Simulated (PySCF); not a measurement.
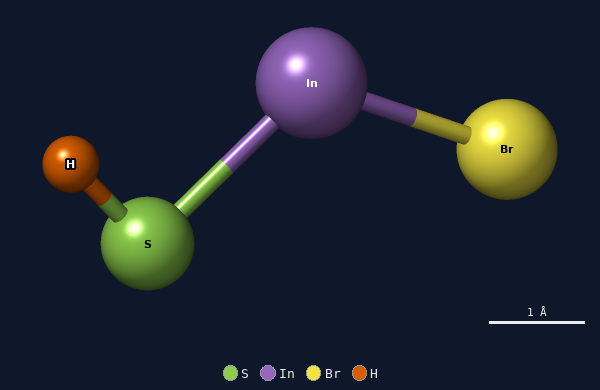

The input geometry (ball-and-stick view, seen at a tilt). Sticks mark near contacts.

## Energy and gradient calculation of InHSBr (part 1 of 2)

System: InHSBr, multiplicity 2, SMILES [SH][In][Br].
Method: PBE/def2-SVPD, UKS, core potentials def2-svp (PySCF 2.14.0).

The geometry comes from this level: PBE0-D4/def2-TZVP.

Input file (input.py):
```python
from pyscf import gto, dft

system = gto.Mole()
system.atom = '''
S     -2.149374    -1.576976     0.908202
In     0.907446     1.378744    -0.825999
Br     5.474915     0.273254    -0.250956
H     -4.128107    -0.188973     0.130202
'''
system.ecp = {'In': 'def2-svp'}
system.max_memory = 1860
system.unit = 'bohr'
system.spin = 1
system.verbose = 4
system.basis = 'def2-svpd'
system.build()

ks = dft.UKS(system, xc='pbe')
ks.conv_tol = 1e-10
ks.grids.level = 5
ks.kernel()
if not ks.converged:
    ks = ks.newton().run(ks.mo_coeff, ks.mo_occ)

e_tot = ks.e_tot
print('E = %.10f Eh' % e_tot)
grad = ks.nuc_grad_method().kernel()
ks.analyze()
```

Hardware: 1 thread of Intel Xeon (Sapphire Rapids), 16 GiB of memory available, shared host.

Command:
```bash
OMP_NUM_THREADS=1 python input.py
```

The program's output:
```
PySCF version 2.14.0

[INPUT] num. atoms = 4
[INPUT] num. electrons = 73
[INPUT] charge = 0
[INPUT] spin (= nelec alpha-beta = 2S) = 1
[INPUT] symmetry False subgroup None
[INPUT] Mole.unit = bohr
[INPUT] Symbol           X                Y                Z      unit          X                Y                Z       unit  Magmom
[INPUT]  1 S     -1.137399738544  -0.834499761368   0.480599801312 AA   -2.149374000000  -1.576976000000   0.908202000000 Bohr   0.0
[INPUT]  2 In     0.480199743341   0.729599904493  -0.437099847043 AA    0.907446000000   1.378744000000  -0.825999000000 Bohr   0.0
[INPUT]  3 Br     2.897200249724   0.144599789593  -0.132800196144 AA    5.474915000000   0.273254000000  -0.250956000000 Bohr   0.0
[INPUT]  4 H     -2.184500148639  -0.100000205079   0.068899931216 AA   -4.128107000000  -0.188973000000   0.130202000000 Bohr   0.0

nuclear repulsion = 312.883096777541
number of shells = 42
number of NR pGTOs = 205
number of NR cGTOs = 108
basis = def2-svpd
ecp = {'In': 'def2-svp'}

******** <class 'pyscf.dft.uks.UKS'> ********
method = UKS
initial guess = minao
damping factor = 0
level_shift factor = 0
DIIS = <class 'pyscf.scf.diis.CDIIS'>
diis_start_cycle = 1
diis_space = 8
diis_damp = 0
SCF conv_tol = 1e-10
SCF conv_tol_grad = None
SCF max_cycles = 50
direct_scf = True
direct_scf_tol = 1e-13
number electrons alpha = 37  beta = 36
XC library pyscf.dft.libxc version 7.0.0
    S. Lehtola, C. Steigemann, M. J.T. Oliveira, and M. A.L. Marques.,  SoftwareX 7, 1–5 (2018)
XC functionals = pbe
    J. P. Perdew, K. Burke, and M. Ernzerhof.,  Phys. Rev. Lett. 77, 3865 (1996)
    J. P. Perdew, K. Burke, and M. Ernzerhof.,  Phys. Rev. Lett. 78, 1396 (1997)
    J. P. Perdew, K. Burke, and M. Ernzerhof.,  Phys. Rev. Lett. 77, 3865 (1996)
    J. P. Perdew, K. Burke, and M. Ernzerhof.,  Phys. Rev. Lett. 78, 1396 (1997)
radial grids:
    Treutler-Ahlrichs [JCP 102, 346 (1995); DOI:10.1063/1.469408] (M4) radial grids

becke partition: Becke, JCP 88, 2547 (1988); DOI:10.1063/1.454033
pruning grids: <function nwchem_prune>
grids dens level: 5
symmetrized grids: False
atomic radii adjust function: <function treutler_atomic_radii_adjust>
small_rho_cutoff = 0
Set gradient conv threshold to 1e-05
tot grids = 158656
init E= -3140.18184910471
  alpha nocc = 37  HOMO = -0.574402354435421  LUMO = -0.521788138569917

WARN: beta  nocc = 36  HOMO -0.575175928190858 >= LUMO -0.574402354435421

WARN: HOMO -0.574402354435421 >= LUMO -0.574402354435421

cycle= 1 E= -3159.85703556804  delta_E= -19.7  |g|= 1.95  |ddm|=   10
  alpha nocc = 37  HOMO = 0.0144121256715067  LUMO = 0.0414256526039654
  beta  nocc = 36  HOMO = -0.00196072336261123  LUMO = 0.0255063790491045
  HOMO = 0.0144121256715  LUMO = 0.0255063790491  gap/eV = 0.30189
cycle= 2 E= -3112.85549417394  delta_E=   47  |g|= 4.89  |ddm|= 13.9
  alpha nocc = 37  HOMO = -0.393460467794437  LUMO = -0.310994287374994
  beta  nocc = 36  HOMO = -0.393065473895264  LUMO = -0.390905459910232
  HOMO = -0.393065473895  LUMO = -0.39090545991  gap/eV = 0.05878
cycle= 3 E= -3161.09929018664  delta_E= -48.2  |g|= 1.22  |ddm|= 13.4
  alpha nocc = 37  HOMO = -0.20684073250943  LUMO = -0.152225005424659
  beta  nocc = 36  HOMO = -0.211381999899739  LUMO = -0.200401478478568
  HOMO = -0.206840732509  LUMO = -0.200401478479  gap/eV = 0.17522
cycle= 4 E= -3156.71091801865  delta_E= 4.39  |g|= 2.07  |ddm|= 4.03
  alpha nocc = 37  HOMO = -0.226565230705219  LUMO = -0.115723314356454
  beta  nocc = 36  HOMO = -0.263573074719754  LUMO = -0.22145019514834
  HOMO = -0.226565230705  LUMO = -0.221450195148  gap/eV = 0.13919
cycle= 5 E= -3162.11171426688  delta_E= -5.4  |g|= 0.285  |ddm|= 3.47
  alpha nocc = 37  HOMO = -0.195575360020766  LUMO = -0.0992631362299577
  beta  nocc = 36  HOMO = -0.203684505627957  LUMO = -0.184267927097926
  HOMO = -0.195575360021  LUMO = -0.184267927098  gap/eV = 0.30769
cycle= 6 E= -3161.89805169042  delta_E= 0.214  |g|= 0.546  |ddm|=  1.3
  alpha nocc = 37  HOMO = -0.215681421131599  LUMO = -0.0930489032225695
  beta  nocc = 36  HOMO = -0.246255520442833  LUMO = -0.19275298256784
  HOMO = -0.215681421132  LUMO = -0.192752982568  gap/eV = 0.62391
cycle= 7 E= -3162.16003789522  delta_E= -0.262  |g|= 0.0983  |ddm|= 0.819
  alpha nocc = 37  HOMO = -0.209604090976696  LUMO = -0.084585834138512
  beta  nocc = 36  HOMO = -0.235693626397278  LUMO = -0.182802475126301
  HOMO = -0.209604090977  LUMO = -0.182802475126  gap/eV = 0.72931
cycle= 8 E= -3162.1663973746  delta_E= -0.00636  |g|= 0.0592  |ddm|= 0.193
  alpha nocc = 37  HOMO = -0.209997006473538  LUMO = -0.0828401845306516
  beta  nocc = 36  HOMO = -0.243729567286144  LUMO = -0.181998272376553
  HOMO = -0.209997006474  LUMO = -0.181998272377  gap/eV = 0.76188
cycle= 9 E= -3162.16905663755  delta_E= -0.00266  |g|= 0.0109  |ddm|= 0.101
  alpha nocc = 37  HOMO = -0.207799981358541  LUMO = -0.0812183266501781
  beta  nocc = 36  HOMO = -0.242538784925616  LUMO = -0.17993743377059
  HOMO = -0.207799981359  LUMO = -0.179937433771  gap/eV = 0.75818
cycle= 10 E= -3162.16912980279  delta_E= -7.32e-05  |g|= 0.00581  |ddm|= 0.0277
  alpha nocc = 37  HOMO = -0.207796320986587  LUMO = -0.0811472781515668
  beta  nocc = 36  HOMO = -0.242605242006508  LUMO = -0.180057114961599
  HOMO = -0.207796320987  LUMO = -0.180057114962  gap/eV = 0.75482
cycle= 11 E= -3162.16915386003  delta_E= -2.41e-05  |g|= 0.00109  |ddm|= 0.00875
  alpha nocc = 37  HOMO = -0.207944477163  LUMO = -0.0812819753524765
  beta  nocc = 36  HOMO = -0.242579360596131  LUMO = -0.180249986045126
  HOMO = -0.207944477163  LUMO = -0.180249986045  gap/eV = 0.75361
cycle= 12 E= -3162.16915492796  delta_E= -1.07e-06  |g|= 0.000256  |ddm|= 0.00237
  alpha nocc = 37  HOMO = -0.207942604453346  LUMO = -0.0812619406703642
  beta  nocc = 36  HOMO = -0.242598990319102  LUMO = -0.180261019173862
  HOMO = -0.207942604453  LUMO = -0.180261019174  gap/eV = 0.75325
cycle= 13 E= -3162.16915497818  delta_E= -5.02e-08  |g|= 0.000104  |ddm|= 0.000539
  alpha nocc = 37  HOMO = -0.207934862029008  LUMO = -0.081261114401531
  beta  nocc = 36  HOMO = -0.242593828470392  LUMO = -0.180256544280496
  HOMO = -0.207934862029  LUMO = -0.18025654428  gap/eV = 0.75317
cycle= 14 E= -3162.16915498591  delta_E= -7.73e-09  |g|= 2.44e-05  |ddm|= 0.000175
  alpha nocc = 37  HOMO = -0.207934215846924  LUMO = -0.0812594421441078
  beta  nocc = 36  HOMO = -0.242593890722519  LUMO = -0.180257234131204
  HOMO = -0.207934215847  LUMO = -0.180257234131  gap/eV = 0.75313
cycle= 15 E= -3162.16915498637  delta_E= -4.59e-10  |g|= 1.04e-05  |ddm|= 5.49e-05
  alpha nocc = 37  HOMO = -0.207934075872888  LUMO = -0.0812592133868392
  beta  nocc = 36  HOMO = -0.24259255295246  LUMO = -0.180257217572354
  HOMO = -0.207934075873  LUMO = -0.180257217572  gap/eV = 0.75313
cycle= 16 E= -3162.16915498645  delta_E= -8.05e-11  |g|= 2.3e-06  |ddm|= 1.94e-05
  alpha nocc = 37  HOMO = -0.207934233462456  LUMO = -0.0812594221559687
  beta  nocc = 36  HOMO = -0.242593696878561  LUMO = -0.180257362014345
  HOMO = -0.207934233462  LUMO = -0.180257362014  gap/eV = 0.75313
```

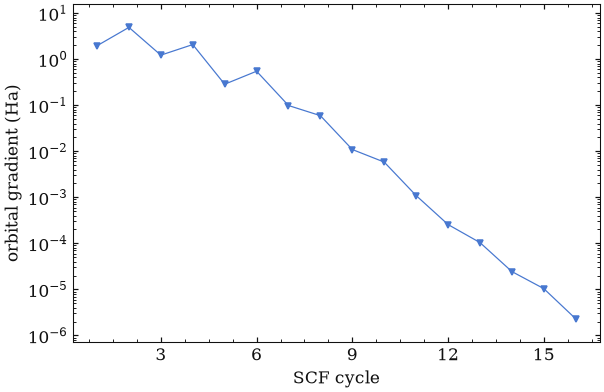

Convergence of the self-consistent field: orbital gradient against the SCF cycle. The residual comes down, with one marked jump up, by a factor of about 2.5, at step 2.

```
Extra cycle  E= -3162.16915498643  delta_E= 1.59e-11  |g|= 5.01e-06  |ddm|= 1.38e-05
converged SCF energy = -3162.16915498643  <S^2> = 0.75215775  2S+1 = 2.0021566
E = -3162.1691549864 Eh

******** <class 'pyscf.grad.uks.Gradients'> for <class 'pyscf.dft.uks.UKS'> ********
unit = Eh/Bohr
grid_response = False
--------------- UKS gradients ---------------
         x                y                z
0 S     0.0002059633     0.0133878033    -0.0077030112
1 In     0.0024755179    -0.0103722030     0.0059234672
2 Br    -0.0111229723     0.0025125638    -0.0013233451
3 H     0.0084518607    -0.0055366378     0.0030862788
----------------------------------------------
**** SCF Summaries ****
Total Energy =                       -3162.169154986431749
Nuclear Repulsion Energy =             312.883096777540857
One-electron Energy =                -5091.499185316467447
Two-electron Energy =                 1616.446933552495011
Two-electron Coulomb Energy =         1749.964322178956309
DFT Exchange-Correlation Energy =     -133.517388626461411
HOMO-LUMO gap [eV] =                     0.753126032800457
**** MO energy ****
                             alpha | beta                alpha | beta
MO #1   energy= -480.936349007727  | -480.935908817158  occ= 1 | 1
MO #2   energy= -88.0565059315177  | -88.055171725408   occ= 1 | 1
MO #3   energy= -61.7756455826585  | -61.7754264488027  occ= 1 | 1
MO #4   energy= -55.7057782913599  | -55.7050365925872  occ= 1 | 1
MO #5   energy= -55.7033613932814  | -55.7031785195069  occ= 1 | 1
MO #6   energy= -55.7032695457931  | -55.7030161069392  occ= 1 | 1
MO #7   energy= -8.39981384749274  | -8.3992340029674   occ= 1 | 1
MO #8   energy= -7.69669047420302  | -7.69535828912534  occ= 1 | 1
MO #9   energy= -6.27743226828778  | -6.2762287605585   occ= 1 | 1
MO #10  energy= -6.26973370468981  | -6.26941330174676  occ= 1 | 1
MO #11  energy= -6.26938705293087  | -6.26895006630884  occ= 1 | 1
MO #12  energy= -5.72361173966959  | -5.72242551814978  occ= 1 | 1
MO #13  energy= -5.72255132320146  | -5.71910204131614  occ= 1 | 1
MO #14  energy= -5.71505298101399  | -5.71423550645467  occ= 1 | 1
MO #15  energy= -4.51473994515283  | -4.51352451018312  occ= 1 | 1
MO #16  energy= -2.95801589423411  | -2.95647807379169  occ= 1 | 1
MO #17  energy= -2.95513836655611  | -2.9533711448734   occ= 1 | 1
MO #18  energy= -2.95324161969042  | -2.95237741467535  occ= 1 | 1
MO #19  energy= -2.47991468008919  | -2.47859838924019  occ= 1 | 1
MO #20  energy= -2.47792741641517  | -2.47691229074351  occ= 1 | 1
MO #21  energy= -2.47768731738535  | -2.47655929150144  occ= 1 | 1
MO #22  energy= -2.4718792540272   | -2.47155543998523  occ= 1 | 1
MO #23  energy= -2.47187522334071  | -2.47155025742714  occ= 1 | 1
MO #24  energy= -0.736255793779902 | -0.732621094122029 occ= 1 | 1
MO #25  energy= -0.731918090896238 | -0.727793043466621 occ= 1 | 1
MO #26  energy= -0.721243673765748 | -0.71776251360015  occ= 1 | 1
MO #27  energy= -0.720418470624249 | -0.717006398278677 occ= 1 | 1
MO #28  energy= -0.720190850136672 | -0.716195816098553 occ= 1 | 1
MO #29  energy= -0.680168077478236 | -0.675142172264407 occ= 1 | 1
MO #30  energy= -0.659276124753897 | -0.651924335803156 occ= 1 | 1
MO #31  energy= -0.398590933949701 | -0.39223445994574  occ= 1 | 1
MO #32  energy= -0.360783767201507 | -0.352131193777339 occ= 1 | 1
MO #33  energy= -0.301606612903534 | -0.289549775843263 occ= 1 | 1
MO #34  energy= -0.267980362435114 | -0.265324510508298 occ= 1 | 1
MO #35  energy= -0.264888397769916 | -0.260928455510909 occ= 1 | 1
MO #36  energy= -0.24598558569519  | -0.242593696878561 occ= 1 | 1
MO #37  energy= -0.207934233462456 | -0.180257362014345 occ= 1 | 0
MO #38  energy= -0.095596634809677 | -0.0812594221559687 occ= 0 | 0
MO #39  energy= -0.0480254406273213 | -0.0371896927225288 occ= 0 | 0
MO #40  energy= -0.0340070606413236 | -0.0279220145124452 occ= 0 | 0
MO #41  energy= -0.0198149262302471 | -0.00784296558392004 occ= 0 | 0
MO #42  energy= 0.00896396002139432 | 0.0145732606967006 occ= 0 | 0
MO #43  energy= 0.0363357955335656 | 0.0421349789685174 occ= 0 | 0
MO #44  energy= 0.0405989458048468 | 0.0474035603543734 occ= 0 | 0
MO #45  energy= 0.0417587540103198 | 0.0479923994447593 occ= 0 | 0
MO #46  energy= 0.0440420257744032 | 0.050149981821933  occ= 0 | 0
MO #47  energy= 0.0544465420482965 | 0.0573396944348533 occ= 0 | 0
MO #48  energy= 0.0563573055984423 | 0.0642597698696253 occ= 0 | 0
MO #49  energy= 0.0644213469880009 | 0.0677954969382945 occ= 0 | 0
MO #50  energy= 0.0749585285301853 | 0.0819708941431898 occ= 0 | 0
MO #51  energy= 0.0809211380359579 | 0.085428405183658  occ= 0 | 0
MO #52  energy= 0.0986220295570999 | 0.104564786462469  occ= 0 | 0
MO #53  energy= 0.105724879192725  | 0.108379688074552  occ= 0 | 0
MO #54  energy= 0.113927857871328  | 0.123585522553012  occ= 0 | 0
MO #55  energy= 0.122318699839992  | 0.130639680896684  occ= 0 | 0
MO #56  energy= 0.141471548353682  | 0.147321911518001  occ= 0 | 0
MO #57  energy= 0.164008906347806  | 0.169935188121433  occ= 0 | 0
MO #58  energy= 0.169716112217659  | 0.171569548192454  occ= 0 | 0
MO #59  energy= 0.18486924231418   | 0.195174996572651  occ= 0 | 0
MO #60  energy= 0.198496976210244  | 0.204992730505507  occ= 0 | 0
MO #61  energy= 0.200968167047876  | 0.209311654875082  occ= 0 | 0
MO #62  energy= 0.203692746935951  | 0.209362364674204  occ= 0 | 0
MO #63  energy= 0.212682933288975  | 0.221549954639044  occ= 0 | 0
MO #64  energy= 0.213427550775461  | 0.223167922588996  occ= 0 | 0
MO #65  energy= 0.217675716831413  | 0.223965419639156  occ= 0 | 0
MO #66  energy= 0.254842137573268  | 0.262424242127951  occ= 0 | 0
MO #67  energy= 0.276506219350849  | 0.279807505462976  occ= 0 | 0
MO #68  energy= 0.303296741340198  | 0.306633685063128  occ= 0 | 0
MO #69  energy= 0.3060524895009    | 0.309018180359159  occ= 0 | 0
MO #70  energy= 0.327147566796198  | 0.333015549164028  occ= 0 | 0
MO #71  energy= 0.357031375075418  | 0.365687939514966  occ= 0 | 0
MO #72  energy= 0.363055699027232  | 0.368234118919059  occ= 0 | 0
MO #73  energy= 0.402903864896081  | 0.418893816414133  occ= 0 | 0
MO #74  energy= 0.440691286166201  | 0.456004946789122  occ= 0 | 0
```
